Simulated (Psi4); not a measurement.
**CH2BN− (SMILES [BH2-]C#N): levels of theory compared**

Wanted: a comparison of 3 runs (UHF/def2-SVP, UPBE0/def2-TZVP, UTPSS/def2-TZVP) of CH2BN−. 

Program for the calculation: Psi4 1.11.

## Step 1: The system as given

CH2BN− has 5 atoms, charge -1, and is taken as a doublet. As SMILES, `[BH2-]C#N`. Geometry: relaxed at GFN2-xTB.

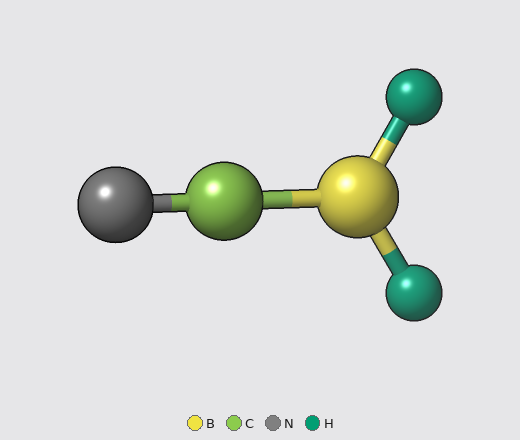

The structure, seen from a chosen angle (boron yellow, carbon green, nitrogen grey, hydrogen teal).

## Step 2: Energy and gradient at UHF/def2-SVP (run 1)

The input, input.in:

```
memory 1600 mb

molecule {
  -1 2
  B     -0.479260     0.201310    -0.246440
  C      0.740110    -0.310900     0.381160
  N      1.729380    -0.727540     0.890010
  H     -0.889380    -0.271730    -1.280950
  H     -1.100840     1.108860     0.256220
  units angstrom
  symmetry c1
  no_reorient
  no_com
}

set basis def2-SVP
set reference uhf
set puream true
set e_convergence 1e-09
set d_convergence 1e-08
set scf_type pk
set maxiter 200

e, wfn = gradient("scf", return_wfn=True)
print_variables()
```

Started as:

```
$ psi4 input.in input.out -n 1
```

input.out:

```text
[...]
  Running in c1 symmetry.
[...]
  Nuclear repulsion =   46.054610857130797
[...]
  Multiplicity = 2
[...]
  Nalpha       = 11
  Nbeta        = 10
[...]
    Number of basis functions: 52
[...]
   @UHF iter   1:  -117.97000713735838   -1.14507e+00   6.28567e-03 ADIIS/DIIS
[...]
   @UHF iter  18:  -118.05725170005017   -3.85114e-12   8.79307e-09 DIIS
[...]
   @S^2 Observed:                8.740518128E-01
[...]
    Orbital Energies [Eh]
    ---------------------
    Alpha Occupied:
       1A    -15.347979     2A    -11.022182     3A     -7.352223
       4A     -0.975849     5A     -0.575633     6A     -0.374686
       7A     -0.315759     8A     -0.300909     9A     -0.295475
      10A     -0.223090    11A     -0.050777
    Alpha Virtual:
      12A      0.391655    13A      0.414460    14A      0.449346
      15A      0.454817    16A      0.535715    17A      0.606069
      18A      0.617940    19A      0.648060    20A      0.691638
      21A      1.003331    22A      1.011105    23A      1.045872
      24A      1.073294    25A      1.084794    26A      1.131387
[...]
  @UHF Final Energy:  -118.05725170005017
   => Energetics <=
    Nuclear Repulsion Energy =             46.0546108571307968
    One-Electron Energy =                -254.8374564308540471
    Two-Electron Energy =                  90.7255938736730769
    Total Energy =                       -118.0572517000501733
  UHF NO Occupations:
  HONO-2 :    9  A 1.9808111
  HONO-1 :   10  A 1.9616730
[...]
 Multipole Moments:
 ------------------------------------------------------------------------------------
     Multipole            Electronic (a.u.)      Nuclear  (a.u.)        Total (a.u.)
 ------------------------------------------------------------------------------------
 L = 1.  Multiply by 2.5417464519 to convert [e a0] to [Debye]
 Dipole X            :        -23.8140587           22.9786917           -0.8353670
 Dipole Y            :         10.0168282           -9.6650043            0.3518239
 Dipole Z            :        -12.2601480           11.8298745           -0.4302735
 Magnitude           :                                                    1.0033710
[...]
  -Total Gradient:
     Atom            X                  Y                   Z
    ------   -----------------  -----------------  -----------------
       1        0.033368480522    -0.014115395346     0.017111164970
       2       -0.074179656894     0.031288356176    -0.038141148164
       3        0.039549772561    -0.016699997223     0.020328268542
       4        0.000180974605     0.002803866325     0.003752819434
       5        0.001080429206    -0.003276829933    -0.003051104782
[...]
```

Wall time 1.8 s (1 thread of Intel Xeon 6975P-C (Granite Rapids), shared host); peak memory 0.2 GiB.

## Step 3: Energy and forces at UPBE0/def2-TZVP (run 2)

The input, job.py:

```python
import psi4

psi4.set_memory(1600000000)
psi4.set_num_threads(1)
psi4.set_output_file('psi4.out', False)

m = psi4.geometry("""
-1 2
B     -0.479260     0.201310    -0.246440
C      0.740110    -0.310900     0.381160
N      1.729380    -0.727540     0.890010
H     -0.889380    -0.271730    -1.280950
H     -1.100840     1.108860     0.256220
symmetry c1
no_reorient
no_com
""")

options = {'reference': 'uks', 'puream': True, 'e_convergence': 1e-09, 'd_convergence': 1e-08, 'scf_type': 'pk', 'dft_radial_points': 99, 'dft_spherical_points': 590, 'maxiter': 200}
psi4.set_options(options)

result, w = psi4.gradient('pbe0/def2-TZVP', return_wfn=True)
print('gradient / Eh bohr^-1')
print(result.np.round(6))
print(f'energy = {w.energy():.10f} Eh')
for k, v in sorted(psi4.core.scalar_variables().items()):
    print(f'{k:45s} {v:18.10f}')
```

Started as:

```
$ python job.py
```

psi4.out:

```text
[...]
  Running in c1 symmetry.
[...]
  Nuclear repulsion =   46.054610857130797
[...]
  Multiplicity = 2
[...]
  Nalpha       = 11
  Nbeta        = 10
[...]
    Number of basis functions: 105
[...]
   @UKS iter   1:  -118.53163828593753   -6.51023e-01   6.34298e-03 ADIIS/DIIS
[...]
   @UKS iter  13:  -118.80347415659540   -2.84501e-11   8.93165e-09 DIIS
[...]
   @S^2 Observed:                7.615745699E-01
[...]
  @UKS Final Energy:  -118.80347415659540
   => Energetics <=
    Nuclear Repulsion Energy =             46.0546108571307968
    One-Electron Energy =                -255.2789956752053229
    Two-Electron Energy =                 103.4171609617759060
    DFT Exchange-Correlation Energy =     -12.9962503002967811
    Empirical Dispersion Energy =           0.0000000000000000
    VV10 Nonlocal Energy =                  0.0000000000000000
    Total Energy =                       -118.8034741565953993
[...]
 Multipole Moments:
 ------------------------------------------------------------------------------------
     Multipole            Electronic (a.u.)      Nuclear  (a.u.)        Total (a.u.)
 ------------------------------------------------------------------------------------
 L = 1.  Multiply by 2.5417464519 to convert [e a0] to [Debye]
 Dipole X            :        -23.9299552           22.9786917           -0.9512634
 Dipole Y            :         10.0654947           -9.6650043            0.4004905
 Dipole Z            :        -12.3198021           11.8298745           -0.4899276
 Magnitude           :                                                    1.1425077
[...]
  -Total Gradient:
     Atom            X                  Y                   Z
    ------   -----------------  -----------------  -----------------
       1        0.023544800191    -0.009989003182     0.012065974151
       2       -0.043979399852     0.018578488000    -0.022607274551
       3        0.022551410175    -0.009537600723     0.011587038302
       4       -0.001100105500     0.000842623724    -0.000096975769
       5       -0.001016250567     0.000105304295    -0.000948526933
[...]
```

Standard output:

```text
gradient / Eh bohr^-1
[[ 2.3545e-02 -9.9890e-03  1.2066e-02]
 [-4.3979e-02  1.8578e-02 -2.2607e-02]
 [ 2.2551e-02 -9.5380e-03  1.1587e-02]
 [-1.1000e-03  8.4300e-04 -9.7000e-05]
 [-1.0160e-03  1.0500e-04 -9.4900e-04]]
energy = -118.8034741566 Eh
CURRENT ENERGY                                   -118.8034741566
CURRENT REFERENCE ENERGY                         -118.8034741566
DD SOLVATION ENERGY                                 0.0000000000
DFT FUNCTIONAL TOTAL ENERGY                      -118.8034741566
DFT TOTAL ENERGY                                 -118.8034741566
DFT VV10 ENERGY                                     0.0000000000
DFT XC ENERGY                                     -12.9962503003
GRID ELECTRONS ALPHA                               10.9999999873
GRID ELECTRONS BETA                                 9.9999999975
GRID ELECTRONS TOTAL                               20.9999999849
NUCLEAR REPULSION ENERGY                           46.0546108571
ONE-ELECTRON ENERGY                              -255.2789956752
PCM POLARIZATION ENERGY                             0.0000000000
PE ENERGY                                           0.0000000000
SCF ITERATION ENERGY                             -118.8034741566
SCF ITERATIONS                                     13.0000000000
SCF TOTAL ENERGY                                 -118.8034741566
TWO-ELECTRON ENERGY                               103.4171609618
XC GRID RADIAL POINTS                              99.0000000000
XC GRID SPHERICAL POINTS                          590.0000000000
XC GRID TOTAL POINTS                           281456.0000000000
```

It took 22 s on 1 thread of Intel Xeon 6975P-C (Granite Rapids), shared host; peak memory 0.64 GiB.

## Step 4: Energy and gradient at UTPSS/def2-TZVP (run 3)

The input, job.json:

```json
{
  "schema_name": "qcschema_input",
  "schema_version": 1,
  "molecule": {
    "schema_name": "qcschema_molecule",
    "schema_version": 2,
    "symbols": ["B", "C", "N", "H", "H"],
    "geometry": [-0.90567014, 0.38042077, -0.46570411, 1.3986052, -0.58751585, 0.72028801, 3.26805457, -1.37485134, 1.68187515, -1.68068462, -0.51349528, -2.42064468, -2.08028611, 2.09544171, 0.48418563],
    "molecular_charge": -1,
    "molecular_multiplicity": 2,
    "fix_symmetry": "c1"
  },
  "driver": "gradient",
  "model": {
    "method": "tpss",
    "basis": "def2-TZVP"
  },
  "keywords": {
    "reference": "uks",
    "puream": true,
    "e_convergence": 1e-09,
    "d_convergence": 1e-08,
    "scf_type": "pk",
    "dft_radial_points": 99,
    "dft_spherical_points": 590,
    "maxiter": 200,
    "scf_properties": ["WIBERG_LOWDIN_INDICES", "MULLIKEN_CHARGES", "LOWDIN_CHARGES"]
  }
}
```

Started as:

```
$ psi4 --qcschema job.json -n 1 --memory 1600MB
```

stdout:

```text
[...]
  Running in c1 symmetry.
[...]
  Nuclear repulsion =   46.054610831281465
[...]
  Multiplicity = 2
[...]
  Nalpha       = 11
  Nbeta        = 10
[...]
    Number of basis functions: 105
[...]
   @UKS iter   1:  -118.61476801864163   -4.48538e-01   7.38094e-03 ADIIS/DIIS
[...]
   @UKS iter  14:  -118.98220406931995   -1.33582e-12   4.16788e-09 DIIS
[...]
   @S^2 Observed:                7.569179988E-01
[...]
  @UKS Final Energy:  -118.98220406931995
   => Energetics <=
    Nuclear Repulsion Energy =             46.0546108312814653
    One-Electron Energy =                -255.3487172309057200
    Two-Electron Energy =                 107.6322059600173731
    DFT Exchange-Correlation Energy =     -17.3203036297130808
    Empirical Dispersion Energy =           0.0000000000000000
    VV10 Nonlocal Energy =                  0.0000000000000000
    Total Energy =                       -118.9822040693199483
[...]
 Multipole Moments:
 ------------------------------------------------------------------------------------
     Multipole            Electronic (a.u.)      Nuclear  (a.u.)        Total (a.u.)
 ------------------------------------------------------------------------------------
 L = 1.  Multiply by 2.5417464519 to convert [e a0] to [Debye]
 Dipole X            :          2.3349844           -2.0212242            0.3137602
 Dipole Y            :         -0.9820352            0.8504340           -0.1316011
 Dipole Z            :          1.2022964           -1.0409714            0.1613250
 Magnitude           :                                                    0.3765502
[...]
  -Total Gradient:
     Atom            X                  Y                   Z
    ------   -----------------  -----------------  -----------------
       1        0.025220518281    -0.010687847120     0.012927337242
       2       -0.028090777519     0.011879916652    -0.014435644063
       3        0.003944459638    -0.001699174207     0.002016488560
       4       -0.000617852560     0.000870191047     0.000446890282
       5       -0.000457669477    -0.000362487818    -0.000955722516
[...]
```

The result, in JSON:

```text
{
 "driver": "gradient",
 "model": {
  "method": "tpss",
  "basis": "def2-TZVP"
 },
 "success": true,
 "return_result": [0.02522051828137578, -0.010687847120084429, 0.012927337241806197, -0.028090777519245602, 0.011879916651768102, -0.01443564406296663, 0.0039444596376495555, -0.0016991742066274629, 0.0020164885598338844, -0.0006178525595171222, 0.0008701910469632174, 0.00044689028245853413, -0.00045766947716686934, -0.0003624878175076257, -0.0009557225159376737],
 "properties": {
  "calcinfo_nbasis": 105,
  "calcinfo_nmo": 105,
  "calcinfo_nalpha": 11,
  "calcinfo_nbeta": 10,
  "calcinfo_natom": 5,
  "nuclear_repulsion_energy": 46.054610831281465,
  "return_energy": -118.98220406931995,
  "return_gradient": [0.02522051828137578, -0.010687847120084429, 0.012927337241806197, -0.028090777519245602, 0.011879916651768102, -0.01443564406296663, 0.0039444596376495555, -0.0016991742066274629, 0.0020164885598338844, -0.0006178525595171222, 0.0008701910469632174, 0.00044689028245853413, -0.00045766947716686934, -0.0003624878175076257, -0.0009557225159376737],
  "scf_one_electron_energy": -255.34871723090572,
  "scf_two_electron_energy": 107.63220596001737,
  "scf_xc_energy": -17.32030362971308,
  "scf_dipole_moment": [0.3137602126895991, -0.13160114137707346, 0.16132497585352779],
  "scf_total_energy": -118.98220406931995,
  "scf_total_gradient": [0.02522051828137578, -0.010687847120084429, 0.012927337241806197, -0.028090777519245602, 0.011879916651768102, -0.01443564406296663, 0.0039444596376495555, -0.0016991742066274629, 0.0020164885598338844, -0.0006178525595171222, 0.0008701910469632174, 0.00044689028245853413, -0.00045766947716686934, -0.0003624878175076257, -0.0009557225159376737],
  "scf_iterations": 14
 }
}
```

It took 43 s on 1 thread of Intel Xeon 6975P-C (Granite Rapids), shared host; peak memory 0.67 GiB.

## Step 5: Overview of the runs

```csv
run,level,integration grid,energy (Eh),HOMO energy (eV),LUMO energy (eV),⟨S²⟩,wall time
1,UHF/def2-SVP,–,-118.057252,-1.38,8.62,0.874,1.8 s
2,UPBE0/def2-TZVP,99 radial × 590 angular,-118.803474,0.80,4.05,0.762,22 s
3,UTPSS/def2-TZVP,99 radial × 590 angular,-118.982204,1.77,3.26,0.757,43 s
```

## Step 6: What came out

```
                                 quantity          value
                      run 3: total energy  -118.98220 Eh
run 3: HOMO energy (highest over α and β)        1.77 eV
 run 3: LUMO energy (lowest over α and β)        3.26 eV
                              run 3: ⟨S²⟩          0.757
          run 3: largest force on an atom     1.735 eV/Å
```

What this shows: Totals of different functionals can't be ranked against each other. In runs 2, 3 the HOMO lies above zero, so the outermost electron may be held by the basis alone. Spin contamination of the reference: run 1 ⟨S²⟩ = 0.87. All runs together took 67 s, the longest 43 s.
